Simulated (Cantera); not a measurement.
Feed: 1 mol Al₂O₃, 89 mol H₂, equilibrated at 13.3 mbar.

These are equilibrium values from Cantera (NASA tables, ideal gas, pure condensed phases), not measurements of a reactor. Candidate condensed phases: Al, Al₂O₃, H₂O; 19 gas species. The tables' values for AlOH are old estimates; treat these amounts as uncertain. The numbers say what is thermodynamically allowed, not how fast it happens.

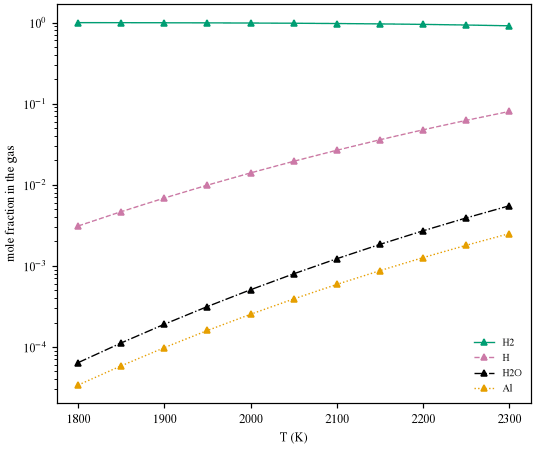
Figure. Equilibrium gas composition (values under 1e-9 drawn at 1e-9)

From 1800 K to 2300 K the condensed part is Al₂O₃(s). The main Al-bearing gas is Al throughout. The share of Al in condensed phases is highest at 1800 K (99.8 %) and lowest at 2300 K (79.0 %).
